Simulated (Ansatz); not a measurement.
# Random alloy of the diamond Si-C (dilute carbon) line, x = 0.0625 (64 atoms) under strain

Aim: relax random alloy of the diamond Si-C (dilute carbon) line, x = 0.0625 (64 atoms), then change its volume and shape to read moduli from the stress.

Calculated with Ansatz 0.2.0; Kohn-Sham DFT, revPBE, PAW (set soft_2), plane waves.

**1. The structure**

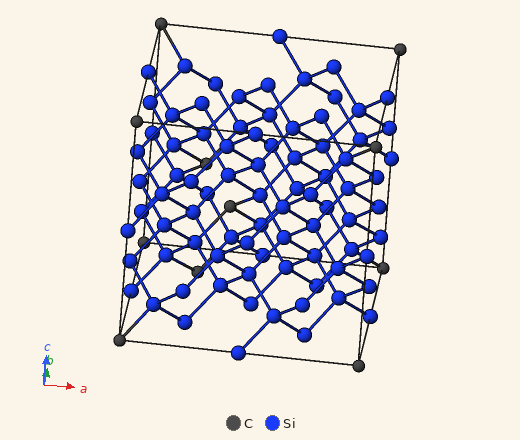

Start, viewed slightly off an axis; carbon dark grey, silicon blue. Bonds to atoms that aren't drawn are left out. Some periodic images of atoms are drawn too.

The cell holds 64 atoms: 4 C and 60 Si. Its edges and angles: a = 10.699 Å, b = 10.699 Å, c = 10.699 Å, α = 90.0°, β = 90.0°, γ = 90.0°. It derives from Si (diamond Si-C (dilute carbon)) and C, repeated 2×2×2. Diamond Si-C (dilute carbon): 64 atoms, 4 of 64 Si sites given to C at random, cell and internal coordinates interpolated linearly between the end members (Vegard's rule); not relaxed, displaced by a Gaussian of 0.02 Å. Lattice constants are starting values near those of PBE.

Limits known from the start: Sampling is at Γ alone.

**2. Single point at the start**

A single point comes first, to see the forces before anything moves.

The input, input.yaml:

```yaml
crystal:
  lattice:
    - [10.69873, 0.0, 0.0]
    - [0.0, 10.69873, 0.0]
    - [0.0, 0.0, 10.69873]
  atoms:
    - { symbol: C, position: [0.00304, 0.99886, 0.99901] }
    - { symbol: Si, position: [0.12299, 0.12662, 0.1207] }
    - { symbol: Si, position: [0.00326, 0.24858, 0.2506] }
    - { symbol: Si, position: [0.12453, 0.37773, 0.37115] }
    - { symbol: Si, position: [0.2494, 0.99928, 0.25212] }
    - { symbol: Si, position: [0.37294, 0.12468, 0.37336] }
    - { symbol: Si, position: [0.25008, 0.25109, 0.99794] }
    - { symbol: Si, position: [0.37714, 0.37669, 0.12594] }
    - { symbol: Si, position: [0.00168, 0.99872, 0.49977] }
    - { symbol: Si, position: [0.12325, 0.1245, 0.62599] }
    - { symbol: Si, position: [0.99871, 0.24926, 0.74872] }
    - { symbol: Si, position: [0.12342, 0.37375, 0.87498] }
    - { symbol: Si, position: [0.24791, 0.00044, 0.7531] }
    - { symbol: Si, position: [0.37639, 0.12464, 0.87334] }
    - { symbol: Si, position: [0.2486, 0.25316, 0.50009] }
    - { symbol: Si, position: [0.37381, 0.37536, 0.62893] }
    - { symbol: Si, position: [0.00022, 0.50115, 0.00056] }
    - { symbol: Si, position: [0.12434, 0.62286, 0.12435] }
    - { symbol: Si, position: [0.99961, 0.7511, 0.25157] }
    - { symbol: Si, position: [0.12674, 0.87553, 0.37665] }
    - { symbol: Si, position: [0.24859, 0.50234, 0.25096] }
    - { symbol: C, position: [0.37444, 0.62591, 0.37486] }
    - { symbol: C, position: [0.25212, 0.75284, 0.00409] }
    - { symbol: Si, position: [0.37239, 0.8723, 0.12406] }
    - { symbol: Si, position: [0.0003, 0.50164, 0.50059] }
    - { symbol: Si, position: [0.12122, 0.62443, 0.62655] }
    - { symbol: Si, position: [0.00043, 0.75142, 0.74958] }
    - { symbol: Si, position: [0.12462, 0.87535, 0.87577] }
    - { symbol: Si, position: [0.25037, 0.50022, 0.74875] }
    - { symbol: Si, position: [0.37571, 0.62523, 0.87711] }
    - { symbol: C, position: [0.25224, 0.75035, 0.4993] }
    - { symbol: Si, position: [0.37381, 0.87579, 0.62514] }
    - { symbol: Si, position: [0.49936, 8.0e-05, 0.99884] }
    - { symbol: Si, position: [0.6263, 0.12416, 0.12729] }
    - { symbol: Si, position: [0.50075, 0.25111, 0.24795] }
    - { symbol: Si, position: [0.62532, 0.37638, 0.37322] }
    - { symbol: Si, position: [0.7495, 6.0e-05, 0.24743] }
    - { symbol: Si, position: [0.87559, 0.12658, 0.37339] }
    - { symbol: Si, position: [0.75066, 0.24755, 0.99993] }
    - { symbol: Si, position: [0.87198, 0.3771, 0.12576] }
    - { symbol: Si, position: [0.49995, 0.99855, 0.50238] }
    - { symbol: Si, position: [0.62868, 0.12153, 0.62731] }
    - { symbol: Si, position: [0.50304, 0.25063, 0.74776] }
    - { symbol: Si, position: [0.62661, 0.37466, 0.87387] }
    - { symbol: Si, position: [0.7477, 0.00103, 0.75148] }
    - { symbol: Si, position: [0.87383, 0.12597, 0.87286] }
    - { symbol: Si, position: [0.7515, 0.25009, 0.49965] }
    - { symbol: Si, position: [0.87481, 0.37662, 0.6264] }
    - { symbol: Si, position: [0.50099, 0.50026, 0.00015] }
    - { symbol: Si, position: [0.62616, 0.62543, 0.12628] }
    - { symbol: Si, position: [0.49942, 0.74545, 0.25194] }
    - { symbol: Si, position: [0.62909, 0.87583, 0.37481] }
    - { symbol: Si, position: [0.74974, 0.49978, 0.25003] }
    - { symbol: Si, position: [0.8729, 0.62403, 0.37314] }
    - { symbol: Si, position: [0.75047, 0.74945, 0.00093] }
    - { symbol: Si, position: [0.87467, 0.87684, 0.1254] }
    - { symbol: Si, position: [0.5041, 0.49645, 0.49879] }
    - { symbol: Si, position: [0.62669, 0.62973, 0.62454] }
    - { symbol: Si, position: [0.50008, 0.74958, 0.75249] }
    - { symbol: Si, position: [0.62446, 0.87627, 0.8744] }
    - { symbol: Si, position: [0.74762, 0.50059, 0.75094] }
    - { symbol: Si, position: [0.87742, 0.62479, 0.87385] }
    - { symbol: Si, position: [0.75105, 0.75045, 0.50052] }
    - { symbol: Si, position: [0.87486, 0.87717, 0.62569] }
kpoints:
  mp_grid: { grid: [1, 1, 1] }
hamiltonian:
  xc: revpbe
scf:
  occupations: { method: fixed }
output:
  forces: true
```

Command:

```sh
ansatz run input.yaml --threads 4 --pin off --max-ram 8192MiB --backend cpu --events-out ev --progress --plain --runs-dir out
```

Numbers of over 12 decimals in the logs are rounded to 6 here.

The program printed:

```text
Engine: ansatz 0.2.0, aarch64-unknown-linux-gnu
Pseudopotentials: kind: paw
Pseudopotential: C, paw, valence charge 4, recommended cutoff 420 eV (normal), C.paw.azcp
Pseudopotential: Si, paw, valence charge 4, recommended cutoff 420 eV (normal), Si.paw.azcp
Functional definition: revPBE
  parameter kappa = 1.245
  parameter beta = 0.066725
  exchange = pbe_x(kappa = kappa, mu = beta*pi^2/3)
  correlation = pbe_c(beta = beta)
Crystal: 64 atoms, lattice volume = 1224.607 Å³
Basis set: ecut = 420 eV, 23847 PW (Γ), exchange–correlation on 144×144×144 points (8 copies of the dense FFT grid, shifted against one another)
Bands: 192, of which v1, the nominal top of the filled ones, is band 128 counted from 1 (127 counted from 0)
Symmetry: 1 space group operations
Space group: P1 (ITA 1), of the structure as read, at distance tolerance 1.1e-4 Å
k-points: 1
Non-local potential: C, projectors of the file, l = 0: 2, l = 1: 2, l = 2: 1
Non-local potential: Si, projectors of the file, l = 0: 2, l = 1: 2, l = 2: 2
PAW form: soft (Blöchl's): semilocal exchange-correlation on the pseudo side does not see the compensation charge
PAW frozen core: C, regenerated for the run's functional, and the local potential with it (the file was generated under x = pbe(κ = 0.804, μ = 0.219515), c = pbe(β = 0.066725))
PAW frozen core: Si, regenerated for the run's functional, and the local potential with it (the file was generated under x = pbe(κ = 0.804, μ = 0.219515), c = pbe(β = 0.066725))
PAW one-centre angular grid: C, 110 points (default); XC on 64 Gauss nodes
PAW one-centre angular grid: Si, 110 points (default); XC on 64 Gauss nodes
Initial density: superposition of atomic densities (neutral atoms: chi_scale 0, normalization atom), corrected by the library's trained network
Initial wavefunctions: pseudopotential atomic-orbital guess
Functional: x = revpbe(κ = 1.245, μ = 0.219515), c = pbe(β = 0.066725)
SCF iter   1: F=—  HF=-39268.273833 eV  |F-HF|=—  |Δ(HF+E_count)|=         —  Δρ=3.40e-3  dr2=1.96e-1  ethr=1.77e-3  ⟨swp⟩=5.0  Hψ=670  notcnv=0  defer=61
preconditioner: auto → Resta (q_TF=auto, 2.102 Å⁻¹)  ε∞=5.4  [insulator: Δε(μ)=0.372 eV  Ē_g=8.086 eV  n_scr=178 (ndim 8)  ℏωp=17.0 eV  f_vac=0.000  ε∞_Penn≈5.4]
SCF iter   2: F=—  HF=-39268.262069 eV  |F-HF|=—  |Δ(HF+E_count)|=   1.18e-2  Δρ=2.06e-3  dr2=6.67e-2  ethr=7.67e-5  ⟨swp⟩=2.0  Hψ=201  notcnv=0  defer=62
SCF iter   3: F=—  HF=-39268.266934 eV  |F-HF|=—  |Δ(HF+E_count)|=   4.86e-3  Δρ=6.87e-4  dr2=1.09e-2  ethr=2.60e-5  ⟨swp⟩=2.0  Hψ=243  notcnv=0  defer=33
automatic band count: iteration 3 solves 163 bands in place of 192: the levels show a gap, and the empty bands left out lie too high to hold charge; the band table lists the bands solved (type scf.n_extra_bands for more)
SCF iter   4: F=—  HF=-39268.267596 eV  |F-HF|=—  |Δ(HF+E_count)|=   6.63e-4  Δρ=3.10e-4  dr2=1.80e-3  ethr=4.25e-6  ⟨swp⟩=2.0  Hψ=261  notcnv=0  defer=33
SCF iter   5: F=—  HF=-39268.268391 eV  |F-HF|=—  |Δ(HF+E_count)|=   7.95e-4  Δρ=1.14e-4  dr2=2.30e-4  ethr=7.05e-7  ⟨swp⟩=2.0  Hψ=259  notcnv=0  defer=31
SCF iter   6: F=—  HF=-39268.268840 eV  |F-HF|=—  |Δ(HF+E_count)|=   4.49e-4  Δρ=1.19e-4  dr2=3.14e-4  ethr=8.98e-8  ⟨swp⟩=2.0  Hψ=264  notcnv=0  defer=27
SCF iter   7: F=—  HF=-39268.268833 eV  |F-HF|=—  |Δ(HF+E_count)|=   6.51e-6  Δρ=1.29e-5  dr2=2.94e-6  ethr=8.98e-8  ⟨swp⟩=2.0  Hψ=255  notcnv=0  defer=27
SCF iter   8: F=—  HF=-39268.272298 eV  |F-HF|=—  |Δ(HF+E_count)|=   3.46e-3  Δρ=7.20e-6  dr2=8.94e-7  ethr=1.15e-9  ⟨swp⟩=2.0  Hψ=291  notcnv=0  defer=27
SCF iter   9: F=-39268.272299 eV  HF=-39268.272298 eV  |F-HF|=7.51e-8  |Δ(HF+E_count)|=   4.60e-7  Δρ=2.53e-6  dr2=9.79e-8  ethr=3.91e-11  ⟨swp⟩=3.0  Hψ=680  notcnv=0
SCF 1 converged in 9 iterations: F = -39268.272299 eV  dr2 = 9.79e-8
  greatest PAW one-centre occupation: 0.648 electrons in one spin orbital (limit 2), on the C atom at site 30 (counted from 0), in its partial waves of l = 0
SCF converged after 9 iterations
Free energy (F): -39268.272299 eV
Harris-Foulkes:  -39268.272298 eV  (|F-HF|=7.51e-8)
Internal energy: -39268.272299 eV  (E = F + TS)
E sigma→0 (E₀):  -39268.272299 eV
Fermi energy:    6.458665 eV
--- Per-component energies (eV) ---
  E_band       = 333.348083
  E_kinetic    = 2774.390176
  E_local      = -2034.189445  (includes V_loc(G=0)·N_el)
  E_nonlocal   = 1643.449810
  E_hartree    = 572.265571
  E_xc         = -3504.959462
  E_vxc        = -3034.600472  (∫ρ·V_xc dr)
  E_paw        = -31295.578449  (= ΣΔE_a)
  E_vpaw       = -160.236803  (= ΣTr[D̂ρ^β])
  E_aug_tail   = 0.000370  (compensation charges beyond the density's cutoff)
  E_ewald      = -7422.466278
  E_core_change = -1.184592  (= ΣΔE_core)
  E_smearing   = -0.000000  (= −TS)
  E_closure    = 0.000000  (closes the sum)
  Σ components = -39268.272299   (vs F -39268.272299, Δ=0.00e0)
--- Forces (eV/Å), atoms counted from 1 ---
  atom   1  C     -0.08670151     0.03551067     0.02732316
  atom   2  Si    -1.12701880    -2.16487797    -1.23180954
  atom   3  Si    -0.62287749     0.40258699    -0.58279729
  atom   4  Si     0.06452680    -0.09341391     0.71979993
  atom   5  Si    -0.33586669    -0.02058270    -0.83174800
  atom   6  Si     0.51766319     0.31999366     0.42467605
  atom   7  Si     0.19870946    -0.03797592     0.15794372
  atom   8  Si    -0.40114473     0.07243788    -0.03365491
  atom   9  Si    -0.26091208     0.21215594     0.10018563
  atom  10  Si     0.24034488     0.12124848    -0.20281039
  atom  11  Si     0.09025154     0.14056197     0.15979727
  atom  12  Si     0.05488388     0.25801349    -0.21087029
  atom  13  Si     0.08797696    -0.05251063    -0.38687507
  atom  14  Si     0.09158478     0.30265651     0.01141327
[...]
atom  63  Si     0.29662916     0.20861351    -0.14795289
  atom  64  Si    -0.02420440    -0.02060980     0.03252474
  max |Σ_I F_I| component: 3.47e-5 eV/Å
```

It took 5.1 s on 4 threads of Arm Neoverse V1, shared host; peak memory 0.99 GiB.

The r.m.s. force at the start is 0.80 eV/Å.

**3. Cell and atoms relaxed**

Cell and atoms are freed together, to release stress as well as forces.

The input, input.yaml:

```yaml
crystal:
  lattice:
    - [10.69873, 0.0, 0.0]
    - [0.0, 10.69873, 0.0]
    - [0.0, 0.0, 10.69873]
  atoms:
    [... the 64 atom lines of step 2 ...]
kpoints:
  mp_grid: { grid: [1, 1, 1] }
hamiltonian:
  xc: revpbe
scf:
  occupations: { method: fixed }
output:
  forces: true
relax:
  f_tol: 0.05
  max_steps: 150
  cell: {}
```

The program printed:

```text
[...]
Crystal: 64 atoms, lattice volume = 1224.607 Å³
Basis set: ecut = 420 eV, 23847 PW (Γ), exchange–correlation on 144×144×144 points (8 copies of the dense FFT grid, shifted against one another)
Bands: 192, of which v1, the nominal top of the filled ones, is band 128 counted from 1 (127 counted from 0)
Symmetry: 1 space group operations
[...]
k-points: 1
[...]
SCF iter   1: F=—  HF=-39268.273833 eV  |F-HF|=—  |Δ(HF+E_count)|=         —  Δρ=3.40e-3  dr2=1.96e-1  ethr=1.77e-3  ⟨swp⟩=5.0  Hψ=670  notcnv=0  defer=61
[...]
SCF iter   9: F=-39268.272299 eV  HF=-39268.272298 eV  |F-HF|=7.52e-8  |Δ(HF+E_count)|=   4.60e-7  Δρ=2.53e-6  dr2=9.80e-8  ethr=3.91e-11  ⟨swp⟩=3.0  Hψ=680  notcnv=0
SCF 1 converged in 9 iterations: F = -39268.272299 eV  dr2 = 9.80e-8
[...]
relax step   1: F+E_penalty+E_count = -39268.27229850 eV  Δ(F+E_penalty+E_count) = +0.000e0 eV  max|allowed force component| = 3.508e0 eV/Å  Δτ_max = 0.0000 Å  P = +4.122 GPa  Ω = 1224.607 Å³  (9 SCF iters, dr2 threshold 1.00e-7 eV, accepted)
[... from here on, the SCF cycles and remarks between the steps are left out ...]
relax step   2: F+E_penalty+E_count = -39273.93050476 eV  Δ(F+E_penalty+E_count) = -5.658e0 eV  max|allowed force component| = 1.342e0 eV/Å  Δτ_max = 0.1955 Å  P = +0.815 GPa  Ω = 1243.718 Å³  energy of the carried Pulay correction = -3.869e-3 eV  (7 SCF iters, dr2 threshold 6.40e-6 eV, accepted)
relax step   3: F+E_penalty+E_count = -39275.90231174 eV  Δ(F+E_penalty+E_count) = -1.972e0 eV  max|allowed force component| = 8.632e-1 eV/Å  Δτ_max = 0.2000 Å  P = -0.789 GPa  Ω = 1254.318 Å³  energy of the carried Pulay correction = -5.989e-3 eV  (8 SCF iters, dr2 threshold 6.40e-6 eV, accepted)
relax step   4: F+E_penalty+E_count = -39276.11819063 eV  Δ(F+E_penalty+E_count) = -2.159e-1 eV  max|allowed force component| = 7.088e-1 eV/Å  Δτ_max = 0.1297 Å  P = -0.105 GPa  Ω = 1241.675 Å³  energy of the carried Pulay correction = -3.458e-3 eV  (7 SCF iters, dr2 threshold 6.40e-6 eV, accepted)
relax step   5: F+E_penalty+E_count = -39276.21134983 eV  Δ(F+E_penalty+E_count) = -9.316e-2 eV  max|allowed force component| = 2.358e-1 eV/Å  Δτ_max = 0.0714 Å  P = -0.080 GPa  Ω = 1240.820 Å³  energy of the carried Pulay correction = -3.286e-3 eV  (6 SCF iters, dr2 threshold 6.40e-6 eV, accepted)
relax step   6: F+E_penalty+E_count = -39276.22570895 eV  Δ(F+E_penalty+E_count) = -1.436e-2 eV  max|allowed force component| = 2.464e-1 eV/Å  Δτ_max = 0.0143 Å  P = -0.067 GPa  Ω = 1240.342 Å³  energy of the carried Pulay correction = -3.190e-3 eV  (4 SCF iters, dr2 threshold 3.48e-6 eV, accepted)
relax step   7: F+E_penalty+E_count = -39276.15191102 eV  Δ(F+E_penalty+E_count) = +7.380e-2 eV  max|allowed force component| = 1.083e0 eV/Å  Δτ_max = 0.1954 Å  P = +0.245 GPa  Ω = 1235.264 Å³  energy of the carried Pulay correction = -2.165e-3 eV  (6 SCF iters, dr2 threshold 3.80e-6 eV, rejected (line search))
relax step   8: F+E_penalty+E_count = -39276.26037654 eV  Δ(F+E_penalty+E_count) = -3.467e-2 eV  max|allowed force component| = 2.267e-1 eV/Å  Δτ_max = 0.0372 Å  P = -0.045 GPa  Ω = 1239.371 Å³  energy of the carried Pulay correction = -2.994e-3 eV  (11 SCF iters, accepted)
relax step   9: F+E_penalty+E_count = -39276.28435746 eV  Δ(F+E_penalty+E_count) = -2.398e-2 eV  max|allowed force component| = 1.389e-1 eV/Å  Δτ_max = 0.0354 Å  P = -0.027 GPa  Ω = 1238.672 Å³  energy of the carried Pulay correction = -2.853e-3 eV  (5 SCF iters, dr2 threshold 3.21e-6 eV, accepted)
relax step  10: F+E_penalty+E_count = -39276.28781504 eV  Δ(F+E_penalty+E_count) = -3.458e-3 eV  max|allowed force component| = 8.911e-2 eV/Å  Δτ_max = 0.0335 Å  P = +0.083 GPa  Ω = 1236.686 Å³  energy of the carried Pulay correction = -2.452e-3 eV  (5 SCF iters, dr2 threshold 1.21e-6 eV, accepted)
relax step  11: F+E_penalty+E_count = -39276.29320157 eV  Δ(F+E_penalty+E_count) = -5.387e-3 eV  max|allowed force component| = 1.092e-2 eV/Å  Δτ_max = 0.0139 Å  P = -0.000 GPa  Ω = 1238.013 Å³  energy of the carried Pulay correction = -2.720e-3 eV  (5 SCF iters, dr2 threshold 4.96e-7 eV, accepted)
relax step  12: F+E_penalty+E_count = -39276.29672499 eV  Δ(F+E_penalty+E_count) = -3.523e-3 eV  max|allowed force component| = 1.094e-2 eV/Å  Δτ_max = 0.0000 Å  P = +0.004 GPa  Ω = 1238.013 Å³  stress off target by 9.88e-3 GPa  SCF on the basis re-selected at this cell (its energy is not comparable with the rows above)  (6 SCF iters)
basis re-selected at this cell: Δ(F+E_penalty+E_count) = -3.523e-3 eV, ΔP = +0.005 GPa vs the last step (what re-selecting the basis moved, of the pressure what is left beyond the Pulay correction that the steps carried, after the strain that the cell walked since its last selection, [...]
SCF converged after 6 iterations
Free energy (F): -39276.296725 eV
[...]
Internal energy: -39276.296725 eV  (E = F + TS)
E sigma→0 (E₀):  -39276.296725 eV
Fermi energy:    6.436871 eV
[...]
Σ components = -39276.296725   (vs F -39276.296725, Δ=0.00e0)
--- Forces (eV/Å), atoms counted from 1 ---
  atom   1  C     -0.00043810     0.00032025     0.00417877
  atom   2  Si     0.00456274     0.00020481    -0.00270658
  atom   3  Si     0.00051281     0.00149546     0.00238155
  atom   4  Si    -0.00226246     0.00682764     0.00013842
[...]
atom  64  Si    -0.00169111    -0.00171784    -0.00033340
  max |Σ_I F_I| component: 1.17e-6 eV/Å
--- Stress (GPa, compression-positive) ---
        0.006556       0.003319       0.001569
        0.003319       0.006573      -0.001525
        0.001569      -0.001526       0.000252
  P = ⅓ Tr σ = 0.0045 GPa (0.045 kbar)
--- Relaxed structure (11 steps of the walk, 10 accepted, 1 SCFs on fresh bases) ---
  F+E_penalty+E_count = -39276.29672499 eV   max|allowed force component| = 1.094e-2 eV/Å   (the final SCF, on the basis selected at the relaxed cell)
  cell:  # Å, volume = 1238.0130 Å³
    - [10.736818, 0.00742049, -0.0017625]
    - [0.00742049, 10.736818, 0.0017617]
    - [-0.0017625, 0.0017617, 10.739257]
  atoms:
    - { symbol: C, position: [0.0087062, 0.991695, 1.002159] }
    - { symbol: Si, position: [0.109820, 0.104060, 0.110402] }
    - { symbol: Si, position: [0.00290117, 0.245669, 0.243573] }
    - { symbol: Si, position: [0.129867, 0.381291, 0.367888] }
[...]
- { symbol: Si, position: [0.877949, 0.874398, 0.627081] }
```

Run time: 54 s. Hardware: 4 threads; peak memory 1 GiB; 3.4 min of CPU time.

The relaxation converged after 11 steps, with a largest force component of 0.011 eV/Å.

[end of part 1 of 3]

[Logs are printed without paths, hosts, clocks, repeated set-up lines and the standing remarks that a program may print on its own settings, such as how far it seeks lower states.]

[Hosts, paths, dates, database ids (printed as entryN), source tags and the programs' standing remarks are cut or masked in the printed files.]
